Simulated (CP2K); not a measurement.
# GFN2-xTB run of CH4AlN (SMILES [CH2]1[NH][AlH]1)

Aim: the energy difference between two shapes of CH4AlN at GFN2-xTB, from 2 runs. 

The results are computed with CP2K 2026.2.

1 further run of the same task is left out (set aside as unsound or not needed).

## 1. The molecule

CH4AlN: 7 atoms, total charge 0, spin state singlet. As SMILES, `[CH2]1[NH][AlH]1`. Geometry: a GFN2-xTB relaxation, a rough one for these elements and not checked as a minimum.

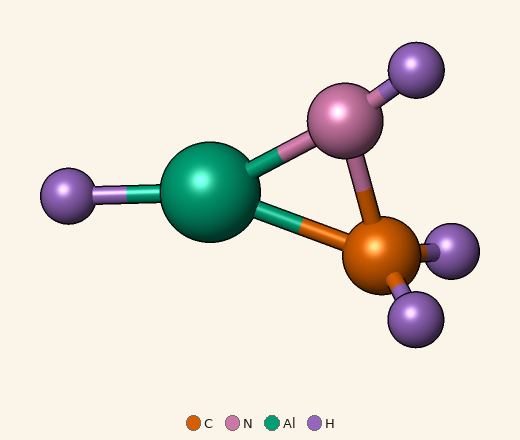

The structure, seen from a chosen angle (carbon orange, nitrogen pink, aluminium teal, hydrogen purple).

## 2. The energy at GFN2-xTB

Contents of qs.inp:

```
&GLOBAL
   PROJECT qs
   RUN_TYPE ENERGY
   PRINT_LEVEL MEDIUM
&END GLOBAL

&FORCE_EVAL
   METHOD Quickstep
   &DFT
      ! Quickstep
      &QS
         METHOD XTB
         EPS_DEFAULT 1.0E-10
         &XTB
            GFN_TYPE TBLITE
            &TBLITE
               METHOD GFN2
            &END TBLITE
            CHECK_ATOMIC_CHARGES F
         &END XTB
      &END QS
      &POISSON
         PERIODIC NONE
         POISSON_SOLVER ANALYTIC
      &END POISSON
      ! self-consistent field
      &SCF
         SCF_GUESS ATOMIC
         EPS_SCF 1.0E-06
         MAX_SCF 150
         ADDED_MOS 8
         &DIAGONALIZATION
            ALGORITHM STANDARD
         &END DIAGONALIZATION
         &MIXING
            METHOD DIRECT_P_MIXING
            ALPHA 0.4
         &END MIXING
         &SMEAR ON
            METHOD FERMI_DIRAC
            ELECTRONIC_TEMPERATURE [K] 300
         &END SMEAR
      &END SCF
      ! extra output
      &PRINT
         &MOMENTS
            PERIODIC F
            REFERENCE COM
            MAX_MOMENT 1
         &END MOMENTS
         &MO ON
            ENERGIES T
            OCCUPATION_NUMBERS T
            NDIGITS 6
            &EACH
               QS_SCF 0
            &END EACH
            ADD_LAST NUMERIC
         &END MO
         &HIRSHFELD OFF
         &END HIRSHFELD
      &END PRINT
   &END DFT
   &SUBSYS
      ! box in angstrom
      &CELL
         ABC 15.9 14.3 14.6
         PERIODIC NONE
      &END CELL
      &COORD
         C      6.892740     7.185155     6.721275
         N      7.222280     7.696155     8.168275
         Al     8.535450     6.696905     7.606215
         H      5.997840     6.562475     6.686185
         H      6.795250     7.996445     5.998755
         H      6.528680     8.290045     8.601245
         H      9.902160     6.009955     7.751595
      &END COORD
   &END SUBSYS
&END FORCE_EVAL
```

Run with:

```sh
$ OMP_NUM_THREADS=1 cp2k.psmp qs.inp > qs.out
```

The log of the run:

```text
CP2K| version string:                                       CP2K version 2026.2
[...]
 GLOBAL| Method name                                                        CP2K
[...]
 GLOBAL| Run type                                                         ENERGY
[...]
                             - Atoms:                                          7
[...]
                             - Spherical basis functions:                     21
[...]
 Number of electrons:                                                         16
[...]
  *** SCF run converged in    21 steps ***
[...]
  Fermi energy:                                                -0.29089613888413
[...]
 TB_DIPOLE| Moment [Debye]          0.82446468      -0.59969281      -0.29393846
 TB_DIPOLE| Derivative [a.u.]       0.00000000       0.00000000       0.00000000
[...]
 ENERGY| Total FORCE_EVAL ( QS ) energy [hartree]             -8.092891865320674
[...]
```

Wall time 1.1 s (1 thread of Intel Xeon Platinum 8375C at 2.90GHz (Ice Lake), shared host); peak memory 0.18 GiB.

## 3. The distorted shape, same level

Contents of mol.inp:

```
&GLOBAL
  PROJECT mol
  RUN_TYPE ENERGY
  PRINT_LEVEL MEDIUM
&END GLOBAL

&FORCE_EVAL
  METHOD Quickstep
  &DFT
    ! Quickstep
    &QS
      METHOD XTB
      EPS_DEFAULT 1.0E-10
      &XTB
        GFN_TYPE TBLITE
        &TBLITE
          METHOD GFN2
        &END TBLITE
        CHECK_ATOMIC_CHARGES F
      &END XTB
    &END QS
    ! isolated system
    &POISSON
      PERIODIC NONE
      POISSON_SOLVER ANALYTIC
    &END POISSON
    &SCF
      SCF_GUESS ATOMIC
      EPS_SCF 1.0E-06
      MAX_SCF 150
      ADDED_MOS 8
      &DIAGONALIZATION
        ALGORITHM STANDARD
      &END DIAGONALIZATION
      &MIXING
        METHOD DIRECT_P_MIXING
        ALPHA 0.4
      &END MIXING
      &SMEAR ON
        METHOD FERMI_DIRAC
        ELECTRONIC_TEMPERATURE [K] 300
      &END SMEAR
    &END SCF
    &PRINT
      &MOMENTS
        PERIODIC F
        REFERENCE COM
        MAX_MOMENT 1
      &END MOMENTS
      &MO ON
        ENERGIES T
        OCCUPATION_NUMBERS T
        NDIGITS 6
        &EACH
          QS_SCF 0
        &END EACH
        ADD_LAST NUMERIC
      &END MO
      &HIRSHFELD OFF
      &END HIRSHFELD
    &END PRINT
  &END DFT
  ! structure
  &SUBSYS
    ! box in angstrom
    &CELL
      ABC 15.9 14.3 14.6
      PERIODIC NONE
    &END CELL
    &COORD
      C      6.892740     7.185155     6.721275
      N      6.959622     7.896023     8.280697
      Al     8.535450     6.696905     7.606215
      H      5.997840     6.562475     6.686185
      H      6.795250     7.996445     5.998755
      H      6.528680     8.290045     8.601245
      H      9.902160     6.009955     7.751595
    &END COORD
  &END SUBSYS
&END FORCE_EVAL
```

Run with:

```sh
$ OMP_NUM_THREADS=1 cp2k.psmp -i mol.inp > mol.out 2>&1
```

The log of the run:

```text
CP2K| version string:                                       CP2K version 2026.2
[...]
 GLOBAL| Method name                                                        CP2K
[...]
 GLOBAL| Run type                                                         ENERGY
[...]
                             - Atoms:                                          7
[...]
                             - Spherical basis functions:                     21
[...]
 Number of electrons:                                                         16
[...]
  *** SCF run converged in    26 steps ***
[...]
  Fermi energy:                                                -0.29086186384059
[...]
 TB_DIPOLE| Moment [Debye]          1.32726811      -1.03868600      -0.62781357
 TB_DIPOLE| Derivative [a.u.]       0.00000000       0.00000000       0.00000000
[...]
 ENERGY| Total FORCE_EVAL ( QS ) energy [hartree]             -7.809537146473700
[...]
```

It took 1 s on 1 thread of Intel Xeon Platinum 8375C at 2.90GHz (Ice Lake), shared host; peak memory 0.19 GiB.

## 4. Results

At GFN2-xTB:

| quantity | value |
| --- | --- |
| first shape: total energy | -8.09289 Eh |
| first shape: dipole moment (from atomic charges alone) | 1.06 D |
| first shape: HOMO energy | -9.29 eV |
| first shape: LUMO energy | -7.02 eV |
| first shape: HOMO–LUMO gap | 2.28 eV |
| distorted shape: total energy | -7.80954 Eh |
| distorted shape: dipole moment (from atomic charges alone) | 1.80 D |
| distorted shape: HOMO energy | -8.52 eV |
| distorted shape: LUMO energy | -7.31 eV |
| distorted shape: HOMO–LUMO gap | 1.20 eV |
| energy change with the atoms displaced | 7.710 eV |

With the atoms displaced the energy rises by 7.71 eV (178 kcal/mol). The dipole (first shape) comes from point charges on the atoms alone, without atomic dipoles, so it is partial. The dipole (distorted shape) comes from point charges on the atoms alone, without atomic dipoles, so it is partial.
